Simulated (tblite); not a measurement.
# Geometry relaxation of C₃H₈O₃Si (part 2 of 4)

C₃H₈O₃Si; GFN2-xTB geometry optimisation, gas phase (tblite 0.8.0). It belongs to a series of runs on one base structure; here: H on C replaced by CHO.

Geometry of the input (Å):
```
C  -2.7804  0.6303  -0.0653
O  -1.4377  0.3577  -0.3807
Si -0.5905  -0.6830  0.6318
O  0.9167  -0.9410  0.0021
C  1.7274  0.1804  -0.2608
C  3.0670  -0.3190  -0.7450
O  4.1449  0.1495  -0.3670
H  -2.8783  1.1212  0.9190
H  -3.1671  1.3232  -0.8188
H  -3.4054  -0.2764  -0.0959
H  -0.4819  -0.0608  1.9646
H  -1.3349  -1.9647  0.7326
H  1.2928  0.7846  -1.0674
H  1.8866  0.7957  0.6244
H  3.0365  -1.0898  -1.5200
```

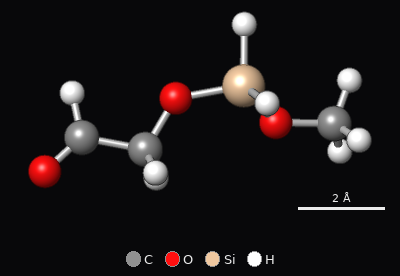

Figure 1. The geometry at step 42 of the log (ball-and-stick view, seen at a tilt).

**Trajectory as extended XYZ, continued**
```
15
Properties=species:S:1:pos:R:3:forces:R:3 step=24 energy=-666.56283
C    -2.8502    0.6699   -0.0813   -0.0180  -0.0050   0.0120
O    -1.5179    0.2775   -0.2288   -0.0710  -0.0250   0.0540
Si   -0.6050   -0.7090    0.6793    0.0010   0.0180  -0.1060
O     0.8320   -0.7871   -0.0557    0.0690  -0.0740  -0.0130
C     1.7576    0.2311   -0.2622    0.0270  -0.0040  -0.0050
C     3.0649   -0.3398   -0.7510   -0.0120  -0.0360   0.0020
O     4.1425    0.1452   -0.5614    0.0070   0.0620  -0.0300
H    -3.0123    1.1807    0.8711    0.0590  -0.0040   0.0080
H    -3.0901    1.3525   -0.8973   -0.0050  -0.0070  -0.0110
H    -3.5209   -0.1916   -0.1218    0.0410  -0.0230  -0.0280
H    -0.4841   -0.1643    2.0265   -0.0360   0.0590   0.1360
H    -0.9690   -2.1146    0.6477   -0.0590   0.0130  -0.0460
H     1.3877    0.9180   -1.0364    0.0210   0.0440  -0.0400
H     1.9222    0.8161    0.6489    0.0210  -0.0010   0.0330
H     2.9381   -1.2765   -1.3240   -0.0440  -0.0170   0.0330
15
Properties=species:S:1:pos:R:3:forces:R:3 step=27 energy=-666.56727
C    -2.8559    0.6666   -0.0831   -0.0010   0.0040   0.0100
O    -1.5274    0.2650   -0.2281    0.0030   0.0210   0.0040
Si   -0.6040   -0.7093    0.6799   -0.0070   0.0210   0.0290
O     0.8378   -0.7755   -0.0483   -0.0150  -0.0450  -0.0230
C     1.7659    0.2391   -0.2590   -0.0160  -0.0100   0.0110
C     3.0646   -0.3455   -0.7497    0.0100   0.0620  -0.0410
O     4.1395    0.1572   -0.5932    0.0480  -0.0140  -0.0450
H    -3.0050    1.1793    0.8700   -0.0090  -0.0100   0.0030
H    -3.0917    1.3509   -0.9001    0.0070  -0.0140   0.0120
H    -3.5316   -0.1911   -0.1274    0.0340  -0.0080   0.0070
H    -0.4843   -0.1800    2.0429   -0.0550   0.0200  -0.0250
H    -0.9855   -2.1107    0.6330   -0.0060   0.0140  -0.0320
H     1.4068    0.9332   -1.0354   -0.0040  -0.0250   0.0130
H     1.9382    0.8246    0.6515    0.0120  -0.0180   0.0100
H     2.9282   -1.2957   -1.2995   -0.0020   0.0030   0.0670
15
Properties=species:S:1:pos:R:3:forces:R:3 step=29 energy=-666.56867
C    -2.8570    0.6660   -0.0822    0.0170   0.0000   0.0000
O    -1.5295    0.2642   -0.2267    0.0610   0.0340  -0.0250
Si   -0.6037   -0.7076    0.6800    0.0140  -0.0180   0.0350
O     0.8397   -0.7789   -0.0488   -0.0230   0.0440   0.0040
C     1.7668    0.2395   -0.2579    0.0080  -0.0110  -0.0010
C     3.0654   -0.3421   -0.7525    0.0340   0.0090   0.0130
O     4.1425    0.1593   -0.6029   -0.0080  -0.0070  -0.0580
H    -3.0034    1.1785    0.8703   -0.0340   0.0000   0.0270
H    -3.0921    1.3491   -0.8994   -0.0010   0.0080  -0.0030
H    -3.5300   -0.1923   -0.1286    0.0000  -0.0260   0.0210
H    -0.4900   -0.1799    2.0459   -0.0420   0.0080  -0.0580
H    -0.9907   -2.1080    0.6271    0.0060   0.0200  -0.0220
H     1.4100    0.9346   -1.0349   -0.0290  -0.0310   0.0340
H     1.9423    0.8243    0.6533   -0.0140  -0.0340  -0.0060
H     2.9254   -1.2990   -1.2892    0.0110   0.0040   0.0380
15
Properties=species:S:1:pos:R:3:forces:R:3 step=31 energy=-666.57047
C    -2.8585    0.6654   -0.0815    0.0320  -0.0100   0.0000
O    -1.5303    0.2638   -0.2245    0.0510   0.0490  -0.0180
Si   -0.6036   -0.7071    0.6828    0.0080  -0.0190  -0.0500
O     0.8390   -0.7753   -0.0494    0.0140   0.0640   0.0300
C     1.7700    0.2412   -0.2557    0.0310   0.0010  -0.0070
C     3.0677   -0.3386   -0.7560    0.0410  -0.0620   0.0710
O     4.1477    0.1630   -0.6275   -0.0820   0.0130  -0.0610
H    -3.0062    1.1777    0.8714   -0.0340  -0.0050   0.0070
H    -3.0911    1.3479   -0.9003   -0.0090   0.0050   0.0110
H    -3.5308   -0.1940   -0.1288    0.0050  -0.0120   0.0210
H    -0.5006   -0.1830    2.0482   -0.0220   0.0170  -0.0200
H    -0.9923   -2.1056    0.6149    0.0110  -0.0010  -0.0050
H     1.4147    0.9377   -1.0305   -0.0490   0.0010   0.0210
H     1.9493    0.8230    0.6562   -0.0260  -0.0260   0.0080
H     2.9206   -1.3082   -1.2657    0.0270  -0.0150  -0.0060
15
Properties=species:S:1:pos:R:3:forces:R:3 step=33 energy=-666.57309
C    -2.8591    0.6637   -0.0806    0.0160  -0.0020   0.0030
O    -1.5283    0.2668   -0.2231   -0.0180   0.0570   0.0130
Si   -0.6033   -0.7075    0.6836   -0.0240   0.0250  -0.1030
O     0.8392   -0.7635   -0.0474    0.0460  -0.0150   0.0430
C     1.7778    0.2453   -0.2522    0.0080   0.0130   0.0080
C     3.0714   -0.3399   -0.7565    0.0160  -0.0600   0.0480
O     4.1516    0.1711   -0.6727   -0.1170   0.0160  -0.0360
H    -3.0137    1.1761    0.8731    0.0010  -0.0240  -0.0360
H    -3.0900    1.3461   -0.9008   -0.0200  -0.0110   0.0340
H    -3.5329   -0.1967   -0.1277    0.0580   0.0160   0.0080
H    -0.5180   -0.1890    2.0507   -0.0010   0.0110   0.0050
H    -0.9936   -2.1034    0.5950    0.0210  -0.0240   0.0090
H     1.4197    0.9443   -1.0217   -0.0260   0.0410  -0.0030
H     1.9598    0.8205    0.6616   -0.0080   0.0140   0.0350
H     2.9151   -1.3261   -1.2277    0.0490  -0.0570  -0.0270
15
Properties=species:S:1:pos:R:3:forces:R:3 step=35 energy=-666.57631
C    -2.8576    0.6611   -0.0789   -0.0270   0.0290  -0.0080
O    -1.5238    0.2776   -0.2237   -0.0460   0.0460   0.0160
Si   -0.6036   -0.7058    0.6773   -0.0380   0.0420  -0.0250
O     0.8443   -0.7530   -0.0407    0.0170  -0.0900   0.0450
C     1.7870    0.2502   -0.2474   -0.0460  -0.0030   0.0300
C     3.0748   -0.3458   -0.7543   -0.0140   0.0220  -0.0520
O     4.1492    0.1830   -0.7278   -0.1040  -0.0130   0.0020
H    -3.0220    1.1722    0.8739    0.0400  -0.0210  -0.0180
H    -3.0919    1.3428   -0.8974   -0.0420   0.0080   0.0060
H    -3.5294   -0.2009   -0.1253    0.0880  -0.0070  -0.0090
H    -0.5407   -0.1935    2.0513    0.0180  -0.0220  -0.0380
H    -0.9981   -2.1002    0.5725    0.0390  -0.0120   0.0120
H     1.4219    0.9529   -1.0110    0.0320   0.0370   0.0100
H     1.9710    0.8175    0.6707    0.0220   0.0450   0.0240
H     2.9143   -1.3499   -1.1855    0.0630  -0.0610   0.0050
15
Properties=species:S:1:pos:R:3:forces:R:3 step=38 energy=-666.58114
C    -2.8543    0.6602   -0.0772   -0.0350   0.0420  -0.0240
O    -1.5168    0.3002   -0.2279    0.0280   0.0210  -0.0330
Si   -0.6079   -0.6988    0.6650   -0.0060  -0.0190   0.0660
O     0.8527   -0.7552   -0.0260   -0.0430  -0.0330   0.0300
C     1.7913    0.2511   -0.2391   -0.0450  -0.0500   0.0180
C     3.0739   -0.3514   -0.7559   -0.0740   0.0240  -0.0890
O     4.1370    0.1975   -0.7815    0.0110   0.0170   0.0150
H    -3.0235    1.1632    0.8760    0.0310   0.0280   0.0590
H    -3.1017    1.3398   -0.8906   -0.0720   0.0490  -0.0490
H    -3.5096   -0.2114   -0.1214    0.0300  -0.0660  -0.0290
H    -0.5656   -0.1933    2.0437    0.0310  -0.0380  -0.0420
H    -1.0085   -2.0926    0.5507    0.0440   0.0210   0.0070
H     1.4219    0.9598   -0.9977    0.0470  -0.0200   0.0570
H     1.9816    0.8153    0.6824    0.0310   0.0080  -0.0420
H     2.9251   -1.3763   -1.1469    0.0220   0.0160   0.0560
15
Properties=species:S:1:pos:R:3:forces:R:3 step=40 energy=-666.58498
C    -2.8525    0.6620   -0.0775    0.0140  -0.0010  -0.0050
O    -1.5088    0.3205   -0.2347    0.0240   0.0130  -0.0320
Si   -0.6138   -0.6926    0.6591   -0.0060  -0.0050  -0.0160
O     0.8551   -0.7616   -0.0114   -0.0140   0.0290  -0.0010
C     1.7907    0.2455   -0.2309    0.0260  -0.0350  -0.0200
C     3.0699   -0.3518   -0.7632   -0.0150  -0.0230   0.0250
O     4.1255    0.2097   -0.8188   -0.0020   0.0420  -0.0100
H    -3.0183    1.1554    0.8825    0.0000   0.0270   0.0040
H    -3.1158    1.3408   -0.8882   -0.0580   0.0120   0.0010
H    -3.4868   -0.2260   -0.1193    0.0010  -0.0020  -0.0350
H    -0.5824   -0.1927    2.0339    0.0310  -0.0080   0.0640
H    -1.0191   -2.0821    0.5345    0.0210  -0.0170   0.0050
H     1.4236    0.9604   -0.9834   -0.0220  -0.0250   0.0320
H     1.9909    0.8131    0.6878    0.0250  -0.0440  -0.0440
H     2.9375   -1.3925   -1.1170   -0.0250   0.0380   0.0310
15
Properties=species:S:1:pos:R:3:forces:R:3 step=42 energy=-666.58646
C    -2.8520    0.6629   -0.0777    0.0130   0.0010  -0.0060
O    -1.5040    0.3330   -0.2384   -0.0220  -0.0010  -0.0010
Si   -0.6169   -0.6900    0.6547   -0.0120   0.0270  -0.0080
O     0.8569   -0.7588   -0.0027   -0.0040   0.0030  -0.0150
C     1.7946    0.2439   -0.2264    0.0130  -0.0070  -0.0200
C     3.0687   -0.3544   -0.7662    0.1070   0.0320   0.0380
O     4.1173    0.2196   -0.8561   -0.1230  -0.0500  -0.0130
H    -3.0204    1.1536    0.8850    0.0090  -0.0020  -0.0430
H    -3.1263    1.3414   -0.8867   -0.0290  -0.0150   0.0290
H    -3.4774   -0.2327   -0.1208    0.0150   0.0350  -0.0260
H    -0.5946   -0.1979    2.0332    0.0270  -0.0130   0.0540
H    -1.0192   -2.0794    0.5203    0.0100  -0.0120   0.0030
H     1.4259    0.9645   -0.9710   -0.0370  -0.0150  -0.0030
H     2.0021    0.8101    0.6909    0.0350  -0.0450  -0.0100
H     2.9409   -1.4076   -1.0844   -0.0010   0.0620   0.0210
15
Properties=species:S:1:pos:R:3:forces:R:3 step=44 energy=-666.58771
C    -2.8527    0.6642   -0.0791   -0.0090   0.0050  -0.0130
O    -1.5041    0.3372   -0.2402   -0.0220  -0.0100   0.0230
Si   -0.6189   -0.6887    0.6529    0.0060   0.0210   0.0330
O     0.8570   -0.7549    0.0003   -0.0070  -0.0230  -0.0130
C     1.7977    0.2436   -0.2258   -0.0300   0.0200   0.0020
C     3.0690   -0.3557   -0.7663    0.0450   0.0300   0.0220
O     4.1118    0.2236   -0.8757   -0.0500  -0.0370  -0.0200
H    -3.0231    1.1555    0.8828    0.0120  -0.0170  -0.0280
H    -3.1347    1.3420   -0.8856    0.0060  -0.0020   0.0040
H    -3.4761   -0.2320   -0.1255    0.0100   0.0170  -0.0030
H    -0.5954   -0.2064    2.0385    0.0120  -0.0190  -0.0100
H    -1.0136   -2.0818    0.5153    0.0040   0.0250  -0.0010
H     1.4260    0.9676   -0.9643   -0.0290   0.0010  -0.0300
H     2.0126    0.8069    0.6904    0.0260  -0.0250   0.0320
H     2.9401   -1.4131   -1.0641    0.0270   0.0130   0.0010
15
Properties=species:S:1:pos:R:3:forces:R:3 step=46 energy=-666.58831
C    -2.8531    0.6648   -0.0804   -0.0070  -0.0010  -0.0080
O    -1.5045    0.3402   -0.2402    0.0110  -0.0070   0.0140
Si   -0.6201   -0.6861    0.6531    0.0190  -0.0100   0.0140
O     0.8568   -0.7539    0.0020    0.0010   0.0000  -0.0030
C     1.7983    0.2445   -0.2245   -0.0140   0.0090   0.0050
C     3.0695   -0.3557   -0.7657   -0.0120   0.0050  -0.0090
O     4.1082    0.2264   -0.8926   -0.0180  -0.0150  -0.0110
H    -3.0235    1.1543    0.8806   -0.0030   0.0020   0.0160
H    -3.1392    1.3421   -0.8846    0.0180   0.0180  -0.0280
H    -3.4734   -0.2320   -0.1277   -0.0180  -0.0170   0.0000
H    -0.5976   -0.2117    2.0410    0.0090  -0.0080  -0.0100
H    -1.0128   -2.0798    0.5098    0.0000   0.0330   0.0030
H     1.4242    0.9692   -0.9613   -0.0130   0.0020  -0.0080
H     2.0209    0.8030    0.6931   -0.0060  -0.0150   0.0220
H     2.9419   -1.4171   -1.0488    0.0340   0.0040   0.0030
15
Properties=species:S:1:pos:R:3:forces:R:3 step=49 energy=-666.58882
C    -2.8541    0.6651   -0.0822    0.0010  -0.0010   0.0080
O    -1.5038    0.3430   -0.2376   -0.0070   0.0040   0.0020
Si   -0.6195   -0.6842    0.6547   -0.0010   0.0020  -0.0170
O     0.8565   -0.7516    0.0031    0.0100  -0.0010   0.0010
C     1.7980    0.2464   -0.2226    0.0170  -0.0140  -0.0080
C     3.0677   -0.3562   -0.7666   -0.0070  -0.0050  -0.0200
O     4.1020    0.2287   -0.9136   -0.0050   0.0100  -0.0040
H    -3.0255    1.1531    0.8800   -0.0130   0.0030  -0.0030
H    -3.1398    1.3435   -0.8869    0.0270  -0.0100  -0.0010
H    -3.4726   -0.2338   -0.1295   -0.0050   0.0070  -0.0100
H    -0.6003   -0.2167    2.0430    0.0130   0.0060   0.0180
H    -1.0101   -2.0753    0.5023   -0.0150  -0.0110   0.0070
H     1.4222    0.9723   -0.9581    0.0040   0.0050   0.0300
H     2.0274    0.7971    0.6990   -0.0240  -0.0010  -0.0130
H     2.9475   -1.4233   -1.0313    0.0070   0.0060   0.0100
15
Properties=species:S:1:pos:R:3:forces:R:3 step=51 energy=-666.58913
C    -2.8555    0.6651   -0.0829    0.0000   0.0040   0.0040
O    -1.5044    0.3439   -0.2354   -0.0150   0.0010   0.0090
Si   -0.6190   -0.6838    0.6547   -0.0090   0.0100   0.0100
O     0.8572   -0.7481    0.0042   -0.0040  -0.0230   0.0010
C     1.7999    0.2479   -0.2217   -0.0010  -0.0140  -0.0060
C     3.0664   -0.3571   -0.7693    0.0410   0.0120   0.0020
O     4.0975    0.2304   -0.9309   -0.0260  -0.0050  -0.0110
H    -3.0294    1.1535    0.8792   -0.0100  -0.0030  -0.0180
H    -3.1373    1.3439   -0.8892    0.0190  -0.0170   0.0130
H    -3.4754   -0.2336   -0.1319    0.0150   0.0220  -0.0100
H    -0.6009   -0.2222    2.0465    0.0120   0.0020  -0.0080
H    -1.0084   -2.0744    0.4974   -0.0170  -0.0190   0.0070
H     1.4232    0.9768   -0.9532    0.0050   0.0140   0.0210
H     2.0310    0.7949    0.7018   -0.0090   0.0020  -0.0180
H     2.9505   -1.4291   -1.0159   -0.0010   0.0150   0.0030
15
Properties=species:S:1:pos:R:3:forces:R:3 step=53 energy=-666.58948
C    -2.8565    0.6654   -0.0834    0.0050   0.0060  -0.0050
O    -1.5050    0.3467   -0.2331    0.0070  -0.0060   0.0170
Si   -0.6192   -0.6826    0.6544   -0.0040  -0.0150   0.0230
O     0.8583   -0.7470    0.0061   -0.0140  -0.0240  -0.0030
C     1.8019    0.2479   -0.2207   -0.0220  -0.0050   0.0040
C     3.0662   -0.3573   -0.7725    0.0310   0.0140   0.0310
O     4.0919    0.2335   -0.9532   -0.0110   0.0060  -0.0210
H    -3.0345    1.1534    0.8776   -0.0090   0.0020  -0.0030
H    -3.1347    1.3433   -0.8906    0.0000   0.0060  -0.0050
H    -3.4759   -0.2329   -0.1355    0.0120   0.0040  -0.0070
H    -0.6012   -0.2282    2.0495    0.0100   0.0040  -0.0240
H    -1.0095   -2.0731    0.4924   -0.0120  -0.0060   0.0090
H     1.4231    0.9820   -0.9450    0.0030   0.0140  -0.0010
H     2.0354    0.7913    0.7041    0.0060   0.0010  -0.0050
H     2.9553   -1.4342   -0.9963   -0.0020  -0.0010  -0.0110
15
Properties=species:S:1:pos:R:3:forces:R:3 step=55 energy=-666.58986
C    -2.8563    0.6663   -0.0845    0.0110   0.0040  -0.0080
O    -1.5036    0.3524   -0.2293    0.0230  -0.0050   0.0150
Si   -0.6198   -0.6812    0.6551    0.0010  -0.0400   0.0010
O     0.8588   -0.7493    0.0089   -0.0070   0.0030  -0.0130
C     1.8021    0.2461   -0.2191   -0.0090   0.0040   0.0130
C     3.0663   -0.3572   -0.7746   -0.0120   0.0070   0.0210
O     4.0829    0.2395   -0.9836    0.0040   0.0240  -0.0150
H    -3.0405    1.1524    0.8758   -0.0070   0.0090   0.0080
H    -3.1324    1.3433   -0.8924   -0.0100   0.0230  -0.0160
H    -3.4722   -0.2335   -0.1406    0.0010  -0.0120  -0.0060
H    -0.6018   -0.2333    2.0508    0.0100   0.0130  -0.0020
H    -1.0136   -2.0700    0.4861   -0.0130  -0.0080   0.0120
H     1.4208    0.9879   -0.9341    0.0030  -0.0070  -0.0120
H     2.0410    0.7842    0.7074    0.0080   0.0000   0.0120
H     2.9639   -1.4397   -0.9723   -0.0040  -0.0150  -0.0110
15
Properties=species:S:1:pos:R:3:forces:R:3 step=58 energy=-666.59038
C    -2.8550    0.6684   -0.0875    0.0030   0.0010  -0.0020
O    -1.4997    0.3581   -0.2203   -0.0020   0.0060   0.0040
Si   -0.6202   -0.6840    0.6583    0.0030  -0.0060  -0.0140
O     0.8575   -0.7531    0.0096    0.0060   0.0220  -0.0160
C     1.8004    0.2435   -0.2159    0.0240   0.0070   0.0120
C     3.0651   -0.3564   -0.7756   -0.0290   0.0000  -0.0420
O     4.0670    0.2502   -1.0239   -0.0050   0.0220   0.0100
H    -3.0499    1.1523    0.8728    0.0030   0.0020  -0.0180
H    -3.1269    1.3459   -0.8977    0.0040   0.0020   0.0120
H    -3.4676   -0.2340   -0.1498    0.0100   0.0060  -0.0080
H    -0.5967   -0.2376    2.0537    0.0080   0.0060   0.0130
H    -1.0211   -2.0685    0.4809   -0.0140  -0.0300   0.0170
H     1.4185    0.9955   -0.9206    0.0040  -0.0400  -0.0080
H     2.0471    0.7734    0.7135   -0.0060  -0.0020   0.0290
H     2.9772   -1.4458   -0.9440   -0.0070   0.0020   0.0110
```
